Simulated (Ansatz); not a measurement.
# Nickel, A15 under PBEsol: relaxation and energy

Aim: take nickel in the A15 structure, relax it, then solve it on a dense k-mesh. Spin polarisation is left out, though the real metal is magnetic, so this state lies above the ground state. The k-meshes are 6×6×6 for the relaxation; 8×8×8 for the dense run.

Method: DFT PBEsol, plane waves (420 eV) with PAW, scalar-relativistic; the PAW data stem from PBE, with regenerated cores, in Ansatz 0.2.0.

## 1. The structure to begin with

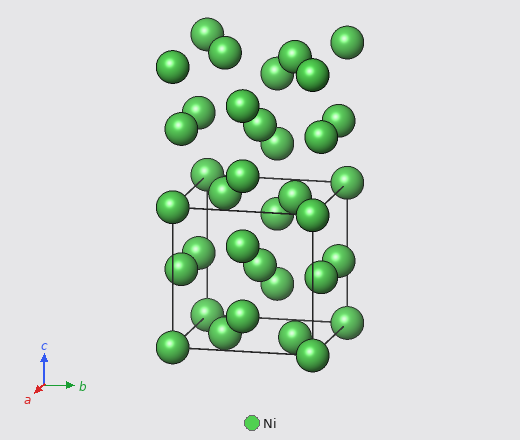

The structure, seen slightly off an axis (nickel green). 1×1×2 cells are drawn. Any atoms on the faces are drawn again on the opposite ones.

Coordinates:

```cif
data_structure
_symmetry_space_group_name_H-M 'P 1'
_symmetry_Int_Tables_number 1
_cell_length_a 4.4398
_cell_length_b 4.4398
_cell_length_c 4.4398
_cell_angle_alpha 90.000
_cell_angle_beta 90.000
_cell_angle_gamma 90.000
_cell_volume 87.52
loop_
_atom_site_label
_atom_site_type_symbol
_atom_site_fract_x
_atom_site_fract_y
_atom_site_fract_z
_atom_site_occupancy
Ni1 Ni 0.00000 0.00000 0.00000 1
Ni2 Ni 0.50000 0.50000 0.50000 1
Ni3 Ni 0.25000 0.00000 0.50000 1
Ni4 Ni 0.75000 0.00000 0.50000 1
Ni5 Ni 0.50000 0.25000 0.00000 1
Ni6 Ni 0.50000 0.75000 0.00000 1
Ni7 Ni 0.00000 0.50000 0.25000 1
Ni8 Ni 0.00000 0.50000 0.75000 1
```

## 2. Relaxing cell and atoms

input.yaml reads:

```yaml
crystal:
  lattice:
    - [4.4398105893, 0.0, 0.0]
    - [0.0, 4.4398105893, 0.0]
    - [0.0, 0.0, 4.4398105893]
  atoms:
    - { symbol: Ni, position: [0.0, 0.0, 0.0] }
    - { symbol: Ni, position: [0.5, 0.5, 0.5] }
    - { symbol: Ni, position: [0.25, 0.0, 0.5] }
    - { symbol: Ni, position: [0.75, 0.0, 0.5] }
    - { symbol: Ni, position: [0.5, 0.25, 0.0] }
    - { symbol: Ni, position: [0.5, 0.75, 0.0] }
    - { symbol: Ni, position: [0.0, 0.5, 0.25] }
    - { symbol: Ni, position: [0.0, 0.5, 0.75] }
hamiltonian:
  xc: pbesol
  pseudopotentials:
    kind: paw
    azcp:
      Ni: "pseudopotentials/Ni.paw.azcp"
basis:
  ecutwfc: 420
  fft_grid_basis: typed
kpoints:
  mp_grid: { grid: [6, 6, 6], shift: [0, 0, 0] }
magnetization:
  spin_polarized: false
scf:
  occupations: { method: fermi_dirac, width: 0.1 }
relax:
  max_steps: 60
  f_tol: 0.01
  cell: {}
```

Run with:

```console
$ ansatz run input.yaml --threads 4 --pin off --max-ram 8192MiB --backend cpu --events-out ev --progress --plain --runs-dir out
```

Log:

```text
Warning: <dir> the record states the generating functional pbe (its physics header spells it `PBE`), which answers neither for hamiltonian.xc's functional nor for the pbesol family's — results may be inconsistent (PPs are generated against a specific XC)
Warning: RAYON_NUM_THREADS=4 ignored (pool sized by the plan → 4); use --threads N
Engine: ansatz 0.2.0, aarch64-unknown-linux-gnu
Pseudopotentials: kind: paw
Pseudopotential: Ni, paw, valence charge 18, recommended cutoff 420 eV (normal), <dir>
Functional definition: PBEsol
  exchange = pbesol_x
  correlation = pbesol_c
Crystal: 8 atoms, lattice volume = 87.517 Å³
Basis set: ecut = 420 eV, 1743 PW (Γ), exchange–correlation on 60×60×60 points (8 copies of the dense FFT grid, shifted against one another)
Bands: 87, of which v1, the nominal top of the filled ones, is band 72 counted from 1 (71 counted from 0)
Symmetry: 48 space group operations
Space group: Pm-3n (ITA 223), of the structure as read, at distance tolerance 4.4e-5 Å
k-points: 20 of 216
Non-local potential: Ni, projectors of the file, l = 0: 3, l = 1: 2, l = 2: 3, l = 3: 1
PAW form: soft (Blöchl's): semilocal exchange-correlation on the pseudo side does not see the compensation charge
PAW frozen core: Ni, regenerated for the run's functional, and the local potential with it (the file was generated under x = pbe(κ = 0.804, μ = 0.2195149727645171), c = pbe(β = 0.06672455060314922))
PAW one-centre angular grid: Ni, 590 points (default); XC on 64 Gauss nodes
Initial density: superposition of atomic densities (neutral atoms: chi_scale 0, normalization atom), corrected by the library's trained network
Initial wavefunctions: pseudopotential atomic-orbital guess
Functional: x = pbesol(κ = 0.804, μ = 0.12345679012345678), c = pbesol(β = 0.046)
SCF iter   1: F=—  HF=-46438.692054 eV  |F-HF|=—  |Δ(HF+E_count)|=         —  Δρ=2.83e-2  dr2=3.67e-1  ethr=1.77e-3  ⟨swp⟩=5.5  Hψ=5252  notcnv=0  defer=54
preconditioner: auto → Kerker (q_TF=auto, 2.964 Å⁻¹)  [metal: Δε(μ)=0.011 eV  Ē_g=7.719 eV  σ=0.100 eV  W_gap=0.03  n_scr=32 (ndim 8)  ℏωp=35.5 eV  f_vac=0.000  D(μ)=20.12/eV (n_scr^D=388)]
SCF iter   2: F=—  HF=-46438.633111 eV  |F-HF|=—  |Δ(HF+E_count)|=   5.89e-2  Δρ=7.36e-3  dr2=3.11e-2  ethr=2.55e-4  ⟨swp⟩=3.0  Hψ=3656  notcnv=0  defer=59
SCF iter   3: F=—  HF=-46438.628727 eV  |F-HF|=—  |Δ(HF+E_count)|=   4.38e-3  Δρ=2.05e-3  dr2=3.01e-3  ethr=2.16e-5  ⟨swp⟩=1.1  Hψ=1691  notcnv=0  defer=59
SCF iter   4: F=—  HF=-46438.628119 eV  |F-HF|=—  |Δ(HF+E_count)|=   6.08e-4  Δρ=3.75e-4  dr2=5.52e-5  ethr=2.09e-6  ⟨swp⟩=2.2  Hψ=2415  notcnv=0  defer=59
SCF iter   5: F=—  HF=-46438.628051 eV  |F-HF|=—  |Δ(HF+E_count)|=   6.81e-5  Δρ=1.58e-4  dr2=8.41e-6  ethr=3.83e-8  ⟨swp⟩=2.2  Hψ=2833  notcnv=0  defer=59
SCF iter   6: F=—  HF=-46438.628049 eV  |F-HF|=—  |Δ(HF+E_count)|=   2.37e-6  Δρ=6.37e-5  dr2=2.49e-6  ethr=5.84e-9  ⟨swp⟩=2.0  Hψ=2897  notcnv=0  defer=59
SCF iter   7: F=—  HF=-46438.628049 eV  |F-HF|=—  |Δ(HF+E_count)|=   2.13e-7  Δρ=2.62e-5  dr2=5.73e-7  ethr=1.73e-9  ⟨swp⟩=1.1  Hψ=1682  notcnv=0  defer=59
SCF iter   8: F=-46438.628049 eV  HF=-46438.628049 eV  |F-HF|=8.37e-9  |Δ(HF+E_count)|=   6.52e-8  Δρ=6.13e-6  dr2=9.51e-9  ethr=6.94e-11  ⟨swp⟩=4.0  Hψ=6670  notcnv=0
SCF 1 converged in 8 iterations: F = -46438.628049 eV  dr2 = 9.51e-9
relax step   1: F+E_penalty+E_count = -46438.62804859 eV  Δ(F+E_penalty+E_count) = +0.000e0 eV  max|allowed force component| = 9.433e-18 eV/Å  Δτ_max = 0.0000 Å  P = -6.768 GPa  Ω = 87.517 Å³  (8 SCF iters, dr2 threshold 1.00e-7 eV, accepted)
Crystal: 8 atoms, lattice volume = 85.954 Å³
Initial density: handed on by an earlier stage of this run
Initial wavefunctions: those handed on with the density
iter 1 solved again at ethr=3.90e-6 eV; its pass at ethr=3.10e-3 eV (dr2=5.61e-3 eV) is discarded
SCF iter   1: F=—  HF=-46438.678734 eV  |F-HF|=—  |Δ(HF+E_count)|=         —  Δρ=3.15e-3  dr2=4.96e-3  ethr=3.90e-6  ⟨swp⟩=1.9  Hψ=6851  notcnv=0
preconditioner: auto → Kerker (q_TF=auto, 2.973 Å⁻¹)  [metal: Δε(μ)=0.004 eV  Ē_g=7.906 eV  σ=0.100 eV  W_gap=0.01  n_scr=32 (ndim 8)  ℏωp=35.8 eV  f_vac=0.000  D(μ)=20.09/eV (n_scr^D=388)]
SCF iter   2: F=—  HF=-46438.677964 eV  |F-HF|=—  |Δ(HF+E_count)|=   7.71e-4  Δρ=9.94e-4  dr2=5.86e-4  ethr=3.44e-6  ⟨swp⟩=2.1  Hψ=2342  notcnv=0
SCF iter   3: F=—  HF=-46438.677716 eV  |F-HF|=—  |Δ(HF+E_count)|=   2.47e-4  Δρ=2.41e-4  dr2=3.82e-5  ethr=4.07e-7  ⟨swp⟩=1.2  Hψ=1747  notcnv=0
SCF iter   4: F=—  HF=-46438.677718 eV  |F-HF|=—  |Δ(HF+E_count)|=   1.97e-6  Δρ=7.83e-5  dr2=1.40e-6  ethr=2.65e-8  ⟨swp⟩=2.0  Hψ=2680  notcnv=0
iter 5 did not close the SCF: its close was put off for the readings that it lacked (scf_convergence_deferred on its scf_iter line)
SCF iter   5: F=-46438.677721 eV  HF=-46438.677721 eV  |F-HF|=1.06e-7  |Δ(HF+E_count)|=   2.60e-6  Δρ=2.01e-5  dr2=1.40e-7  ethr=9.71e-10  ⟨swp⟩=2.0  Hψ=3177  notcnv=0
SCF iter   6: F=-46438.677721 eV  HF=-46438.677721 eV  |F-HF|=4.62e-9  |Δ(HF+E_count)|=   2.49e-8  Δρ=5.75e-6  dr2=1.78e-8  ethr=9.75e-11  ⟨swp⟩=2.2  Hψ=5909  notcnv=0
SCF 2 converged in 6 iterations: F = -46438.677721 eV  dr2 = 1.78e-8
relax step   2: F+E_penalty+E_count = -46438.67772102 eV  Δ(F+E_penalty+E_count) = -4.967e-2 eV  max|allowed force component| = 7.495e-17 eV/Å  Δτ_max = 0.0000 Å  P = -3.246 GPa  Ω = 85.954 Å³  energy of the carried Pulay correction = +5.297e-4 eV  (6 SCF iters, dr2 threshold 8.00e-7 eV, accepted)
Crystal: 8 atoms, lattice volume = 84.562 Å³
Basis set: ecut = 420 eV, 1647 PW (Γ), exchange–correlation on 60×60×60 points (8 copies of the dense FFT grid, shifted against one another)
iter 1 solved again at ethr=3.19e-6 eV; its pass at ethr=3.10e-3 eV (dr2=4.60e-3 eV) is discarded
SCF iter   1: F=—  HF=-46438.692371 eV  |F-HF|=—  |Δ(HF+E_count)|=         —  Δρ=2.83e-3  dr2=3.95e-3  ethr=3.19e-6  ⟨swp⟩=1.9  Hψ=7046  notcnv=0
preconditioner: auto → Kerker (q_TF=auto, 2.981 Å⁻¹)  [metal: Δε(μ)=0.010 eV  Ē_g=8.012 eV  σ=0.100 eV  W_gap=0.03  n_scr=32 (ndim 8)  ℏωp=36.1 eV  f_vac=0.000  D(μ)=19.74/eV (n_scr^D=388)]
SCF iter   2: F=—  HF=-46438.691750 eV  |F-HF|=—  |Δ(HF+E_count)|=   6.21e-4  Δρ=8.93e-4  dr2=4.66e-4  ethr=2.74e-6  ⟨swp⟩=2.1  Hψ=2583  notcnv=0
SCF iter   3: F=—  HF=-46438.691557 eV  |F-HF|=—  |Δ(HF+E_count)|=   1.93e-4  Δρ=2.18e-4  dr2=3.06e-5  ethr=3.24e-7  ⟨swp⟩=1.4  Hψ=1821  notcnv=0
SCF iter   4: F=—  HF=-46438.691559 eV  |F-HF|=—  |Δ(HF+E_count)|=   2.57e-6  Δρ=7.42e-5  dr2=1.25e-6  ethr=2.12e-8  ⟨swp⟩=2.1  Hψ=2867  notcnv=0
iter 5 did not close the SCF: its close was put off for the readings that it lacked (scf_convergence_deferred on its scf_iter line)
SCF iter   5: F=-46438.691561 eV  HF=-46438.691562 eV  |F-HF|=1.15e-7  |Δ(HF+E_count)|=   2.20e-6  Δρ=2.25e-5  dr2=1.43e-7  ethr=8.69e-10  ⟨swp⟩=2.0  Hψ=2840  notcnv=0
SCF iter   6: F=-46438.691561 eV  HF=-46438.691562 eV  |F-HF|=3.89e-9  |Δ(HF+E_count)|=   3.24e-8  Δρ=5.61e-6  dr2=1.85e-8  ethr=9.90e-11  ⟨swp⟩=2.5  Hψ=6129  notcnv=0
SCF 3 converged in 6 iterations: F = -46438.691561 eV  dr2 = 1.85e-8
relax step   3: F+E_penalty+E_count = -46438.69156150 eV  Δ(F+E_penalty+E_count) = -1.384e-2 eV  max|allowed force component| = 7.626e-17 eV/Å  Δτ_max = 0.0000 Å  P = +0.226 GPa  Ω = 84.562 Å³  energy of the carried Pulay correction = +1.010e-3 eV  (6 SCF iters, dr2 threshold 8.00e-7 eV, accepted)
Crystal: 8 atoms, lattice volume = 84.652 Å³
iter 1 solved again at ethr=9.47e-9 eV; its pass at ethr=3.10e-3 eV (dr2=1.36e-5 eV) is discarded
SCF iter   1: F=—  HF=-46438.691658 eV  |F-HF|=—  |Δ(HF+E_count)|=         —  Δρ=1.79e-4  dr2=1.59e-5  ethr=9.47e-9  ⟨swp⟩=2.5  Hψ=6425  notcnv=0
preconditioner: auto → Kerker (q_TF=auto, 2.981 Å⁻¹)  [metal: Δε(μ)=0.003 eV  Ē_g=8.029 eV  σ=0.100 eV  W_gap=0.01  n_scr=32 (ndim 8)  ℏωp=36.1 eV  f_vac=0.000  D(μ)=19.78/eV (n_scr^D=388)]
SCF iter   2: F=—  HF=-46438.691592 eV  |F-HF|=—  |Δ(HF+E_count)|=   6.65e-5  Δρ=5.62e-5  dr2=1.87e-6  ethr=9.47e-9  ⟨swp⟩=2.4  Hψ=2236  notcnv=0
iter 3 did not close the SCF: its close was put off for the readings that it lacked (scf_convergence_deferred on its scf_iter line)
SCF iter   3: F=-46438.691592 eV  HF=-46438.691592 eV  |F-HF|=4.61e-8  |Δ(HF+E_count)|=   4.29e-7  Δρ=1.20e-5  dr2=9.28e-8  ethr=1.30e-9  ⟨swp⟩=1.7  Hψ=1896  notcnv=0
iter 4 did not close the SCF: its close was put off for the readings that it lacked (scf_convergence_deferred on its scf_iter line)
SCF iter   4: F=-46438.691592 eV  HF=-46438.691592 eV  |F-HF|=7.50e-9  |Δ(HF+E_count)|=   1.89e-8  Δρ=4.41e-6  dr2=4.06e-9  ethr=6.45e-11  ⟨swp⟩=2.0  Hψ=2585  notcnv=0
iter 5 did not close the SCF: its close was put off for the readings that it lacked (scf_convergence_deferred on its scf_iter line)
SCF iter   5: F=-46438.691592 eV  HF=-46438.691592 eV  |F-HF|=2.33e-10  |Δ(HF+E_count)|=   8.29e-9  Δρ=8.52e-7  dr2=3.06e-10  ethr=2.82e-12  ⟨swp⟩=2.0  Hψ=3206  notcnv=0
SCF iter   6: F=-46438.691592 eV  HF=-46438.691592 eV  |F-HF|=0.00e0  |Δ(HF+E_count)|=  4.37e-11  Δρ=2.09e-7  dr2=2.52e-11  ethr=1.00e-12  ⟨swp⟩=1.9  Hψ=4008  notcnv=0
SCF 4 converged in 6 iterations: F = -46438.691592 eV  dr2 = 2.52e-11
relax step   4: F+E_penalty+E_count = -46438.69159162 eV  Δ(F+E_penalty+E_count) = -3.012e-5 eV  max|allowed force component| = 1.110e-16 eV/Å  Δτ_max = 0.0000 Å  P = -0.006 GPa  Ω = 84.652 Å³  energy of the carried Pulay correction = +9.787e-4 eV  (6 SCF iters, dr2 threshold 1.28e-7 eV, accepted)
Initial wavefunctions: pseudopotential atomic-orbital guess (no wavefunctions were taken with the density)
iter 1 solved again at ethr=2.39e-8 eV; its pass at ethr=3.10e-3 eV (dr2=3.44e-5 eV) is discarded
SCF iter   1: F=—  HF=-46438.690553 eV  |F-HF|=—  |Δ(HF+E_count)|=         —  Δρ=5.16e-5  dr2=2.59e-7  ethr=2.39e-8  ⟨swp⟩=4.0  Hψ=10793  notcnv=0
preconditioner: auto → Kerker (q_TF=auto, 2.981 Å⁻¹)  [metal: Δε(μ)=0.003 eV  Ē_g=8.029 eV  σ=0.100 eV  W_gap=0.01  n_scr=32 (ndim 8)  ℏωp=36.1 eV  f_vac=0.000  D(μ)=19.77/eV (n_scr^D=388)]
SCF iter   2: F=—  HF=-46438.690502 eV  |F-HF|=—  |Δ(HF+E_count)|=   5.07e-5  Δρ=3.58e-5  dr2=5.07e-7  ethr=1.80e-10  ⟨swp⟩=2.1  Hψ=3294  notcnv=0
SCF iter   3: F=—  HF=-46438.690502 eV  |F-HF|=—  |Δ(HF+E_count)|=   8.90e-8  Δρ=1.19e-5  dr2=4.98e-8  ethr=1.80e-10  ⟨swp⟩=2.4  Hψ=2352  notcnv=0
SCF iter   4: F=—  HF=-46438.690502 eV  |F-HF|=—  |Δ(HF+E_count)|=   2.54e-9  Δρ=1.87e-6  dr2=4.90e-10  ethr=3.46e-11  ⟨swp⟩=2.0  Hψ=2537  notcnv=0
iter 5 did not close the SCF: its close was put off for the readings that it lacked (scf_convergence_deferred on its scf_iter line)
SCF iter   5: F=-46438.690502 eV  HF=-46438.690502 eV  |F-HF|=7.28e-12  |Δ(HF+E_count)|=   2.33e-9  Δρ=4.22e-7  dr2=3.28e-11  ethr=1.00e-12  ⟨swp⟩=2.5  Hψ=3244  notcnv=0
SCF iter   6: F=-46438.690502 eV  HF=-46438.690502 eV  |F-HF|=1.46e-11  |Δ(HF+E_count)|=  3.64e-11  Δρ=7.76e-8  dr2=2.84e-12  ethr=1.00e-12  ⟨swp⟩=3.4  Hψ=6484  notcnv=0
SCF 5 converged in 6 iterations: F = -46438.690502 eV  dr2 = 2.84e-12
relax step   5: F+E_penalty+E_count = -46438.69050196 eV  Δ(F+E_penalty+E_count) = +1.090e-3 eV  max|allowed force component| = 8.731e-17 eV/Å  Δτ_max = 0.0000 Å  P = +0.010 GPa  Ω = 84.652 Å³  stress off target by 1.02e-2 GPa  SCF on the basis re-selected at this cell (its energy is not comparable with the rows above)  (6 SCF iters)
basis re-selected at this cell: Δ(F+E_penalty+E_count) = +1.090e-3 eV, ΔP = +0.017 GPa vs the last step (what re-selecting the basis moved, of the pressure what is left beyond the Pulay correction that the steps carried, after the strain that the cell walked since its last selection, with what the two solves' SCF thresholds leave and, on support functions, any second-order correction that the steps lacked; it is no measure of the basis error at this ecutwfc). This SCF's stress stands 1.02e-2 GPa from its target on what of the cell is left free (relax.cell.stress_tol is 5.00e-2 GPa) and its largest allowed force component is 8.73e-17 eV/Å (relax.f_tol is 1.00e-2 eV/Å): within both
SCF converged after 6 iterations
Free energy (F): -46438.690502 eV
Harris-Foulkes:  -46438.690502 eV  (|F-HF|=1.46e-11)
Internal energy: -46438.048653 eV  (E = F + TS)
E sigma→0 (E₀):  -46438.369577 eV
Entropy (-TS):   -0.641849 eV (-80.231 meV/atom)
Fermi energy:    18.503880 eV
--- Per-component energies (eV) ---
  E_band       = -2195.923779
  E_kinetic    = 2267.598062
  E_local      = -27246.626325  (includes V_loc(G=0)·N_el)
  E_nonlocal   = 5097.368578
  E_hartree    = 11376.628872
  E_xc         = -677.336701
  E_vxc        = -876.647278  (∫ρ·V_xc dr)
  E_paw        = -12761.315720  (= ΣΔE_a)
  E_vpaw       = -4190.878522  (= ΣTr[D̂ρ^β])
  E_aug_tail   = 0.004026  (compensation charges beyond the density's cutoff)
  E_ewald      = -24495.947755
  E_core_change = 1.578311  (= ΣΔE_core)
  E_smearing   = -0.641849  (= −TS)
  E_closure    = 0.000000  (closes the sum)
  Σ components = -46438.690502   (vs F -46438.690502, Δ=0.00e0)
--- Forces (eV/Å), atoms counted from 1 ---
  atom   1  Ni    -0.00000000     0.00000000    -0.00000000
  atom   2  Ni     0.00000000    -0.00000000     0.00000000
  atom   3  Ni    -0.00000000    -0.00000000    -0.00000000
  atom   4  Ni     0.00000000     0.00000000     0.00000000
  atom   5  Ni     0.00000000     0.00000000     0.00000000
  atom   6  Ni    -0.00000000     0.00000000    -0.00000000
  atom   7  Ni     0.00000000    -0.00000000     0.00000000
  atom   8  Ni    -0.00000000     0.00000000    -0.00000000
  max |Σ_I F_I| component: 5.44e-17 eV/Å
--- Stress (GPa, compression-positive) ---
        0.010206      -0.000000       0.000000
       -0.000000       0.010206       0.000000
        0.000000       0.000000       0.010206
  P = ⅓ Tr σ = 0.0102 GPa (0.102 kbar)
--- Relaxed structure (4 steps of the walk, 4 accepted, 1 SCFs on fresh bases) ---
  F+E_penalty+E_count = -46438.69050196 eV   max|allowed force component| = 8.731e-17 eV/Å   (the final SCF, on the basis selected at the relaxed cell)
  cell:  # Å, volume = 84.6517 Å³
    - [4.390816115299291, -2.608030133024382e-34, 3.209883240645393e-34]
    - [-1.3240768367662246e-34, 4.390816115299291, 0.0]
    - [2.5679065925163143e-34, 0.0, 4.390816115299291]
  atoms:
    - { symbol: Ni, position: [1.6800048870088604e-35, -1.2920399004943117e-35, -2.2593047440337688e-36] }
    - { symbol: Ni, position: [0.5, 0.5, 0.5] }
    - { symbol: Ni, position: [0.25, 2.8424877810874856e-35, 0.5] }
    - { symbol: Ni, position: [0.7500000000000001, 2.8424877810874856e-35, 0.5] }
    - { symbol: Ni, position: [0.5, 0.25, -4.2926790136641524e-36] }
    - { symbol: Ni, position: [0.5, 0.7500000000000001, -6.7779142321012285e-37] }
    - { symbol: Ni, position: [-1.2175534472144485e-35, 0.5, 0.25] }
    - { symbol: Ni, position: [-1.3982978267371497e-35, 0.5, 0.7500000000000001] }
```

It took 12 s on 4 threads of Arm Neoverse V1, shared host; peak memory 0.53 GiB.

Relaxation path:

```
step  energy change (meV/atom)  largest force (eV/Å)  pressure (GPa)  volume (Å³/atom)
   1                      0.00                0.0000           -6.77            10.940
   2                     -6.21                0.0000           -3.25            10.744
   3                     -7.94                0.0000            0.23            10.570
   4                     -7.94                0.0000           -0.01            10.581
   5                     -7.81                0.0000            0.01            10.581
```

Steps that repeat a cell are solved on a basis chosen anew, so their changes of energy are no gain of the relaxation.

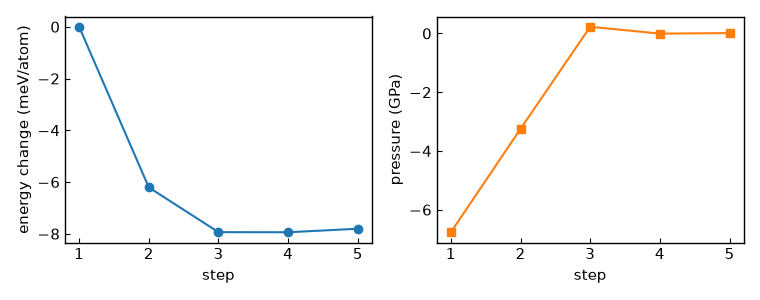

Energy and pressure over the accepted steps.

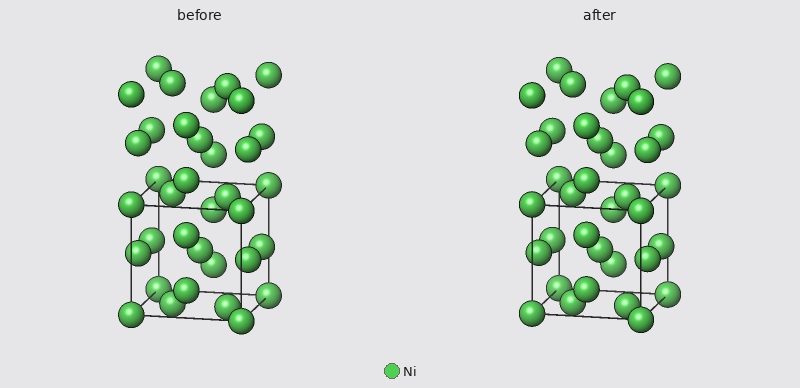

Start and end of the relaxation side by side. The cells drawn are those of the first picture.

Changes in the cell that was computed:

|  | before | after | change |
| --- | --- | --- | --- |
| a (Å) | 4.440 | 4.391 | -1.1 % |
| b (Å) | 4.440 | 4.391 | -1.1 % |
| c (Å) | 4.440 | 4.391 | -1.1 % |
| volume (Å³/atom) | 10.940 | 10.581 | -3.3 % |
| shortest distance (Å) | 2.220 | 2.195 | -1.1 % |
| space group (spins left aside) | Pm-3n | Pm-3n | same |

## 3. Dense single point

input.yaml reads:

```yaml
crystal:
  lattice:
    - [4.3908161153, 0.0, 0.0]
    - [0.0, 4.3908161153, 0.0]
    - [0.0, 0.0, 4.3908161153]
  atoms:
    - { symbol: Ni, position: [0.0, 1.0, 1.0] }
    - { symbol: Ni, position: [0.5, 0.5, 0.5] }
    - { symbol: Ni, position: [0.25, 0.0, 0.5] }
    - { symbol: Ni, position: [0.75, 0.0, 0.5] }
    - { symbol: Ni, position: [0.5, 0.25, 1.0] }
    - { symbol: Ni, position: [0.5, 0.75, 1.0] }
    - { symbol: Ni, position: [1.0, 0.5, 0.25] }
    - { symbol: Ni, position: [1.0, 0.5, 0.75] }
hamiltonian:
  xc: pbesol
  pseudopotentials:
    kind: paw
    azcp:
      Ni: "pseudopotentials/Ni.paw.azcp"
basis:
  ecutwfc: 420
  fft_grid_basis: typed
kpoints:
  mp_grid: { grid: [8, 8, 8], shift: [0, 0, 0] }
magnetization:
  spin_polarized: false
scf:
  occupations: { method: fermi_dirac, width: 0.1 }
```

Run with:

```console
$ ansatz run input.yaml --threads 4 --pin off --max-ram 8192MiB --backend cpu --events-out ev --progress --plain --runs-dir out
```

Log, cut to the lines that bear on the results:

```text
Warning: <dir> the record states the generating functional pbe (its physics header spells it `PBE`), which answers neither for hamiltonian.xc's functional nor for the pbesol family's — results may be inconsistent (PPs are generated against a specific XC)
Warning: RAYON_NUM_THREADS=4 ignored (pool sized by the plan → 4); use --threads N
[...]
Pseudopotentials: kind: paw
Pseudopotential: Ni, paw, valence charge 18, recommended cutoff 420 eV (normal), <dir>
Functional definition: PBEsol
[...]
Crystal: 8 atoms, lattice volume = 84.652 Å³
Basis set: ecut = 420 eV, 1647 PW (Γ)
Bands: 87, of which v1, the nominal top of the filled ones, is band 72 counted from 1 (71 counted from 0)
Symmetry: 48 space group operations
Space group: Pm-3n (ITA 223), of the structure as read, at distance tolerance 4.4e-5 Å
k-points: 35 of 512
[...]
SCF iter   1: F=—  HF=-46438.741633 eV  |F-HF|=—  |Δ(HF+E_count)|=         —  Δρ=2.80e-2  dr2=3.47e-1  ethr=1.77e-3  ⟨swp⟩=5.2  Hψ=9074  notcnv=0  defer=110
[...]
SCF iter   8: F=-46438.680262 eV  HF=-46438.680262 eV  |F-HF|=8.15e-9  |Δ(HF+E_count)|=   4.94e-8  Δρ=5.65e-6  dr2=9.17e-9  ethr=6.94e-11  ⟨swp⟩=2.1  Hψ=8147  notcnv=0
[...]
SCF converged after 8 iterations
Free energy (F): -46438.680262 eV
[...]
E sigma→0 (E₀):  -46438.359403 eV
Entropy (-TS):   -0.641718 eV (-80.215 meV/atom)
Fermi energy:    18.503399 eV
[...]
```

Wall time 4.4 s (4 threads of Arm Neoverse V1, shared host); peak memory 0.55 GiB.

## 4. What came out

| quantity | value |
| --- | --- |
| space group (spins left aside) | Pm-3n (No. 223) |
| conventional cell | a = 4.391 Å |
| volume | 10.581 Å³/atom |
| shortest distance | 2.195 Å |
| gap on the mesh | none (levels filled in part) |
| relative to fcc, ferromagnetic | +178 meV/atom |

The relaxation shrank the cell by 3.3 % in volume. It lies 178 meV/atom above the element's reference form at the same level (fcc, ferromagnetic, from a run of its own); part of this is magnetic energy, as this run has no moments. No gap shows: it is a metal or semimetal at this level. The symmetry was held, so the structure may be unstable against distortions that break it.
